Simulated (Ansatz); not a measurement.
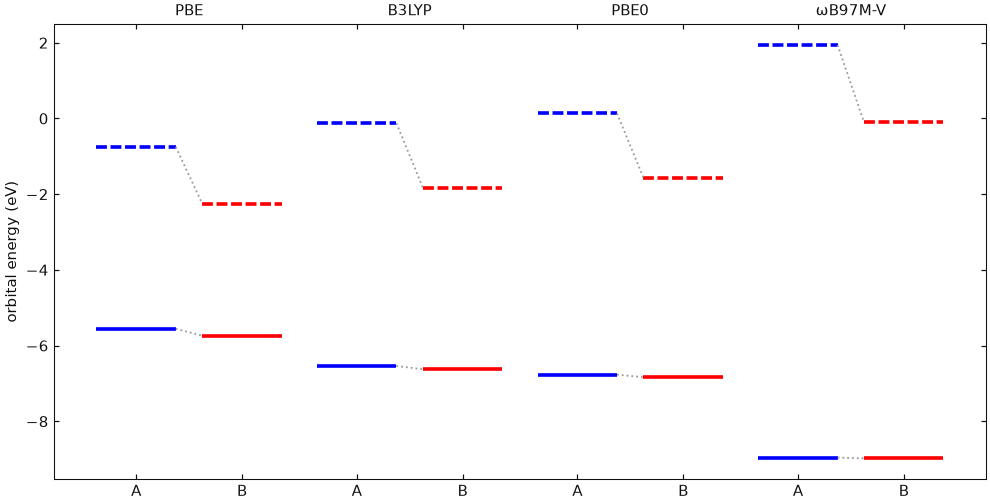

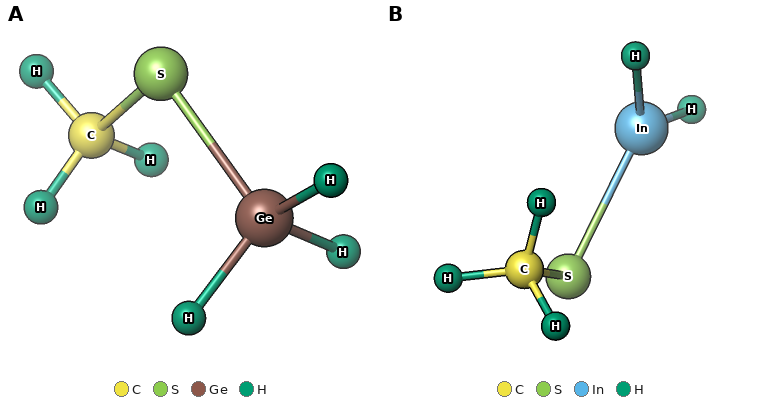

One change: A, CH₆GeS (SMILES C[S][GeH3]), becomes B, CH₅InS (SMILES C[S][InH2]). GeH₃ on S is replaced by InH₂. HOMO (solid) and LUMO (dashed) computed in def2-TZVPP at PBE0-D4/def2-TZVP geometries, both minima by their frequencies, gas phase, the Ansatz code. Empty levels above zero depend strongly on the basis.

What does the change do to HOMO and LUMO?

Answer. PBE: the HOMO falls by 0.18 eV, the LUMO falls by 1.50 eV, and the separation goes from 4.80 to 3.49 eV. B3LYP: the HOMO falls by 0.09 eV, the LUMO falls by 1.70 eV, and the separation goes from 6.41 to 4.80 eV. PBE0: the HOMO falls by 0.07 eV, the LUMO falls by 1.70 eV, and the separation goes from 6.90 to 5.27 eV. ωB97M-V: the HOMO falls by 0.02 eV, the LUMO falls by 2.05 eV, and the separation goes from 10.90 to 8.87 eV.

Do the functionals agree on the effect?

Answer. They agree on the direction for both levels; the HOMO shift lies between −0.18 and −0.02 eV and the LUMO shift between −2.05 and −1.50 eV, while the separations themselves differ by up to 6.1 eV between functionals.

Caveats: core potentials past krypton; spin-orbit coupling is left out, and with In it can shift these values.
